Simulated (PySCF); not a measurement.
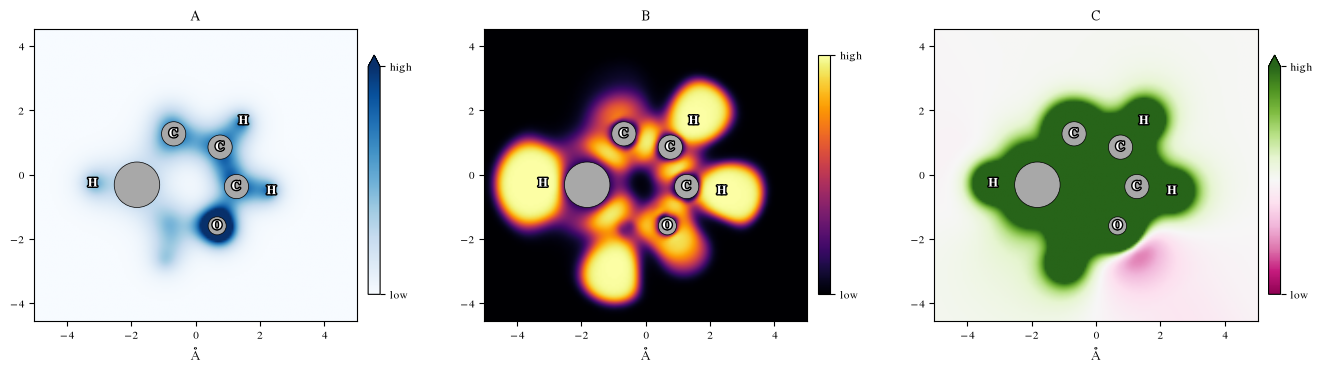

C4H9GeNO: 3 fields on the plane of atoms O6, C5 and H14, with unlabelled colour scales. Grey discs cover the atomic cores.

Geometry: GFN2-xTB.

Method: PySCF 2.14.0, wB97X-D/def2-SVPD, SCF density, gas phase.

| atom | x (Å) | y (Å) | z (Å) |
| --- | --- | --- | --- |
| N | 2.1928 | -0.5955 | -0.7696 |
| Ge | 0.9513 | -0.6024 | 0.5612 |
| C | -0.7372 | -1.3222 | -0.1677 |
| C | -1.6052 | -0.1980 | -0.6619 |
| C | -1.4205 | 1.1098 | -0.5283 |
| O | -0.4433 | 1.8190 | 0.0983 |
| C | 0.2762 | 1.1921 | 1.1495 |
| H | 1.8667 | -0.2286 | -1.6541 |
| H | 3.0808 | -0.1612 | -0.5599 |
| H | 1.5809 | -1.3737 | 1.6986 |
| H | -1.2883 | -1.9009 | 0.5799 |
| H | -0.5381 | -2.0052 | -0.9960 |
| H | -2.4889 | -0.5036 | -1.2065 |
| H | -2.1124 | 1.8025 | -0.9945 |
| H | -0.3810 | 1.0745 | 2.0189 |
| H | 1.0586 | 1.9023 | 1.4205 |

> The panels show electron density, electron localisation function and electrostatic potential in some order. Assign them.

Panel A: electron density. Panel B: electron localisation function. Panel C: electrostatic potential (strongly positive close to the atoms, with negative regions outside electron-rich atoms). From the grid: C–C (1.33 Å): the density is about 2.3 e/Å³ at the midpoint; the ELF peaks at about 0.95 between the atoms: a multiple bond. C–O (1.36 Å): ρ is about 2.3 e/Å³ halfway, with its minimum of 1.9 e/Å³ about 0.5 Å from C; the ELF peaks at about 0.90 between the atoms, as expected for a shared but strongly polarised pair.
